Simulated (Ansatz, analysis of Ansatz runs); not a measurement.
# An added hole started on O in CrAsO4 (Pnma)

Question: does an added hole stay on the O atom where it is started in CrAsO4 (Pnma), and if so, how high is the barrier for a hop to another O site nearby? Model: a cell of 48 host atoms.

Main program and level: Ansatz 0.2.0; plane-wave PAW DFT, PBEsol+U; relaxation of all atoms of a supercell at fixed charge in a uniform background; PAW set soft_1.

## 1. Starting point

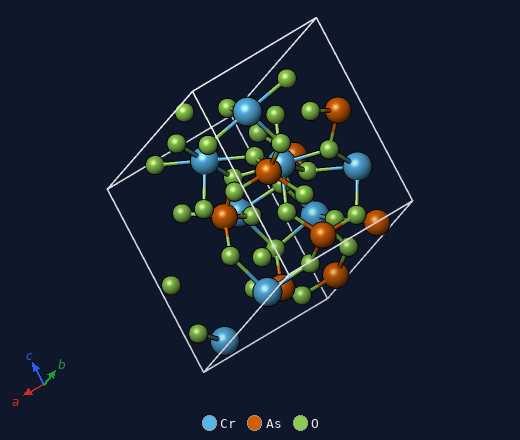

Start, viewed slightly off an axis; chromium blue, arsenic orange, oxygen green. Bonds to atoms that aren't drawn are left out.

The cell holds 48 atoms: 8 Cr, 8 As and 32 O. Cell: a = 7.880 Å, b = 10.197 Å, c = 10.987 Å, α = 43.5°, β = 62.9°, γ = 73.6°. It derives from CrAsO4 (space group Pnma). Nearest the centre at fractional (0.680, 0.439, 0.434): O48 at 1.31 Å, O28 at 1.31 Å, Cr6 at 1.47 Å, As16 at 2.04 Å, O34 at 2.36 Å, O40 at 2.66 Å, O26 at 2.68 Å, O37 at 2.70 Å.

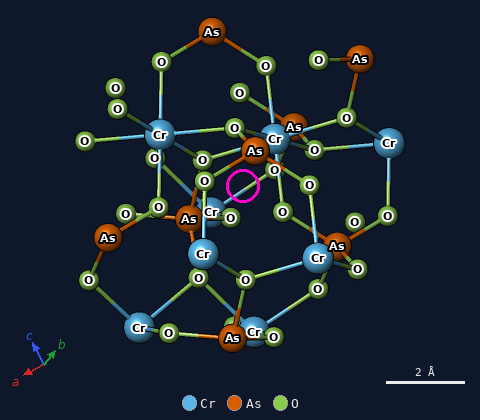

The atoms within 5 Å of the centre. A ring marks the centre wherever it is empty. Bonds to atoms that aren't drawn are left out.

Hubbard terms: Cr d 4.0 eV, O p 5.0 eV. They were chosen, not fitted, to curb self-interaction in the shells named, the trial site's among them. The two sites are O28 and O48. The cell's shortest repeat is 7.9 Å. The host's moments were started antiferromagnetic in the unit cell, high spin.

## 2. The cell without the carrier

The neutral cell is relaxed first, from small random displacements, so that bond lengths and moments with the carrier can be set beside those of a relaxed cell without it.

File neutral.relax/input.yaml:

```yaml
crystal:
  lattice:
    - [7.0e-08, 6.27739175, 4.76251965]
    - [9.01674211, 1.0e-07, 4.76251965]
    - [9.01674217, 6.27739185, 0.0]
  atoms:
    - { symbol: Cr, position: [0.25, 0.75, 0.25], spin: 3.0 }
    - { symbol: Cr, position: [0.75, 0.25, 0.75], spin: 3.0 }
    - { symbol: Cr, position: [0.25, 0.25, 0.25], spin: 3.0 }
    - { symbol: Cr, position: [0.75, 0.75, 0.75], spin: 3.0 }
    - { symbol: Cr, position: [0.0, 0.0, 0.0], spin: -3.0 }
    - { symbol: Cr, position: [0.5, 0.5, 0.5], spin: -3.0 }
    - { symbol: Cr, position: [0.0, 0.5, 0.0], spin: -3.0 }
    - { symbol: Cr, position: [0.5, 0.0, 0.5], spin: -3.0 }
    - { symbol: As, position: [0.295737, 0.226924, 0.954263] }
    - { symbol: As, position: [0.795737, 0.726924, 0.454263] }
    - { symbol: As, position: [0.226924, 0.795737, 0.523076] }
    - { symbol: As, position: [0.726924, 0.295737, 0.023076] }
    - { symbol: As, position: [0.204263, 0.273076, 0.545737] }
    - { symbol: As, position: [0.704263, 0.773076, 0.045737] }
    - { symbol: As, position: [0.273076, 0.704263, 0.976924] }
    - { symbol: As, position: [0.773076, 0.204263, 0.476924] }
    - { symbol: O, position: [0.388461, 0.783262, 0.590069] }
    - { symbol: O, position: [0.888461, 0.283262, 0.090069] }
    - { symbol: O, position: [0.283262, 0.388461, 0.738208] }
    - { symbol: O, position: [0.783262, 0.888461, 0.238208] }
    - { symbol: O, position: [0.340069, 0.488208, 0.138461] }
    - { symbol: O, position: [0.840069, 0.988208, 0.638461] }
    - { symbol: O, position: [0.488208, 0.840069, 0.033262] }
    - { symbol: O, position: [0.988208, 0.340069, 0.533262] }
    - { symbol: O, position: [0.111539, 0.716738, 0.909931] }
    - { symbol: O, position: [0.611539, 0.216738, 0.409931] }
    - { symbol: O, position: [0.216738, 0.111539, 0.761792] }
    - { symbol: O, position: [0.716738, 0.611539, 0.261792] }
    - { symbol: O, position: [0.159931, 0.011792, 0.361539] }
    - { symbol: O, position: [0.659931, 0.511792, 0.861539] }
    - { symbol: O, position: [0.011792, 0.659931, 0.466738] }
    - { symbol: O, position: [0.511792, 0.159931, 0.966738] }
    - { symbol: O, position: [0.158212, 0.022352, 0.091788] }
    - { symbol: O, position: [0.658212, 0.522352, 0.591788] }
    - { symbol: O, position: [0.022352, 0.658212, 0.727648] }
    - { symbol: O, position: [0.522352, 0.158212, 0.227648] }
    - { symbol: O, position: [0.341788, 0.477648, 0.408212] }
    - { symbol: O, position: [0.841788, 0.977648, 0.908212] }
    - { symbol: O, position: [0.477648, 0.841788, 0.772352] }
    - { symbol: O, position: [0.977648, 0.341788, 0.272352] }
    - { symbol: O, position: [0.234311, 0.355799, 0.015689] }
    - { symbol: O, position: [0.734311, 0.855799, 0.515689] }
    - { symbol: O, position: [0.355799, 0.734311, 0.394201] }
    - { symbol: O, position: [0.855799, 0.234311, 0.894201] }
    - { symbol: O, position: [0.265689, 0.144201, 0.484311] }
    - { symbol: O, position: [0.765689, 0.644201, 0.984311] }
    - { symbol: O, position: [0.144201, 0.765689, 0.105799] }
    - { symbol: O, position: [0.644201, 0.265689, 0.605799] }
basis:
  ecutwfc: 420
  xc_grid: 2
hamiltonian:
  xc: pbesol
  hubbard:
    sites: [{ species: Cr, l: d, u_eff: 4.0 }, { species: O, l: p, u_eff: 5.0 }]
    projectors: ortho-atomic
  pseudopotentials: { kind: paw, azcp: { folder: soft_1 }, xc_functional: pbe }
kpoints:
  mp_grid: { grid: [1, 1, 1] }
magnetization:
  spin_polarized: true
  initial_magnetization: 0
  spin_locking: { lock_magnetization: hard }
scf:
  occupations: { method: fermi_dirac, width: 0.01 }
  max_iter: 120
  lower_state_search: "off"
output:
  forces: true
relax:
  f_tol: 0.02
  max_steps: 70
  random_displacement: { amplitude: 0.04, seed: 2088 }
checkpoint:
  write: "../neutral.relax.run"
  compress: false
  write_wavefunctions: true
  write_every: 100000
```

The run is started by

```
> ansatz run input.yaml --threads 4 --pin off --max-ram 9420MiB --backend cpu --events-out ev --progress --plain --runs-dir out
```

Numbers of over 12 decimals in the logs are rounded to 6 here.

The log of the run:

```text
[... repeated set-up lines and file paths are left out, and long positions are rounded to six places ...]
Engine: ansatz 0.2.0, aarch64-unknown-linux-gnu
Pseudopotentials: kind: paw
Pseudopotential: Cr, paw, valence charge 14, recommended cutoff 420 eV (normal), soft_1/Cr.paw.azcp
Pseudopotential: As, paw, valence charge 15, recommended cutoff 420 eV (normal), soft_1/As.paw.azcp
Pseudopotential: O, paw, valence charge 6, recommended cutoff 420 eV (normal), soft_1/O.paw.azcp
Functional definition: PBEsol
  exchange = pbesol_x
  correlation = pbesol_c
Crystal: 48 atoms, lattice volume = 539.133 Å³
Basis set: ecut = 420 eV, 10489 PW (Γ), exchange–correlation on 108×144×150 points (8 copies of the dense FFT grid, shifted against one another)
Bands: 260, of which v1, the nominal top of the filled ones, is band 212 counted from 1 (211 counted from 0)
Symmetry: 1 space group operations
k-points: 1
Non-local potential: Cr, projectors of the file, l = 0: 3, l = 1: 2, l = 2: 3, l = 3: 1
Non-local potential: As, projectors of the file, l = 0: 2, l = 1: 2, l = 2: 3, l = 3: 1
Non-local potential: O, projectors of the file, l = 0: 2, l = 1: 2, l = 2: 1
PAW form: soft (Blöchl's): semilocal exchange-correlation on the pseudo side does not see the compensation charge
PAW frozen core: Cr, regenerated for the run's functional, and the local potential with it (the file was generated under x = pbe(κ = 0.804, μ = 0.219515), c = pbe(β = 0.066725))
PAW frozen core: As, regenerated for the run's functional, and the local potential with it (the file was generated under x = pbe(κ = 0.804, μ = 0.219515), c = pbe(β = 0.066725))
[...]
[... 1 atom left out ...]
  atom  28  O      0.00074759     0.00076056     0.00015538
  [... 5 atoms left out ...]
  atom  34  O     -0.00102834    -0.00022275     0.00134409
  [... 2 atoms left out ...]
  atom  37  O      0.00154504    -0.00042254    -0.00120662
  [... 2 atoms left out ...]
  atom  40  O     -0.00119663    -0.00070365    -0.00158249
  [... 7 atoms left out ...]
  atom  48  O      0.00078029    -0.00028105     0.00055070
  max |Σ_I F_I| component: 2.30e-5 eV/Å
--- Band table (eV) ---
  k-point 0 ↑: bands = ["-65.7146", "-65.7142", "-65.7136", "-65.7128", [... 252 left out ...] "15.8963", "15.9902", "16.2761", "16.2763"]
  k-point 0 ↓: bands = ["-65.7145", "-65.7142", "-65.7136", "-65.7128", [... 252 left out ...] "15.8963", "15.9902", "16.2761", "16.2763"]
Occupation matrices written to <dir>
--- Relaxed structure (5 steps of the walk, 5 accepted, 0 SCFs on fresh bases) ---
  F+E_penalty+E_count = -83156.53673689 eV   max|allowed force component| = 2.664e-3 eV/Å
  atoms:
    - { symbol: Cr, position: [0.249028, 0.749210, 0.250707] }
    - { symbol: Cr, position: [0.749029, 0.249220, 0.750704] }
    [... 3 atoms left out ...]
    - { symbol: Cr, position: [0.499023, 0.499213, 0.500704] }
    [... 9 atoms left out ...]
    - { symbol: As, position: [0.772786, 0.205765, 0.476939] }
    [... 7 atoms left out ...]
    - { symbol: O, position: [0.989054, 0.332752, 0.541071] }
    [... 1 atom left out ...]
    - { symbol: O, position: [0.612800, 0.208745, 0.417315] }
    [... 1 atom left out ...]
    - { symbol: O, position: [0.708658, 0.613138, 0.260689] }
    [... 5 atoms left out ...]
    - { symbol: O, position: [0.661687, 0.524002, 0.588052] }
    [... 2 atoms left out ...]
    - { symbol: O, position: [0.336397, 0.474408, 0.413348] }
    [... 2 atoms left out ...]
    - { symbol: O, position: [0.974133, 0.336458, 0.275605] }
    [... 7 atoms left out ...]
    - { symbol: O, position: [0.650187, 0.270206, 0.599546] }
[key lines of the parts left out:]
SCF converged after 7 iterations
Magnetization: 0.0000 μB (212.0000 up, 212.0000 down)
Free energy (F): -83156.536737 eV
Fermi energy:    7.731970 (↑ 7.731967, ↓ 7.731973) eV
```

It took 48 s on 4 threads of Arm Neoverse V1, shared host; peak memory 1.3 GiB; 3 min of CPU time.

The largest displacement from an ideal site is 0.061 Å.

[end of part 1 of 2]

[Logs are printed without paths, hosts, clocks, repeated set-up lines and the standing remarks that a program may print on its own settings, such as how far it seeks lower states.]

[Hosts, paths, dates, database ids (printed as entryN), source tags and the programs' standing remarks are cut or masked in the printed files.]
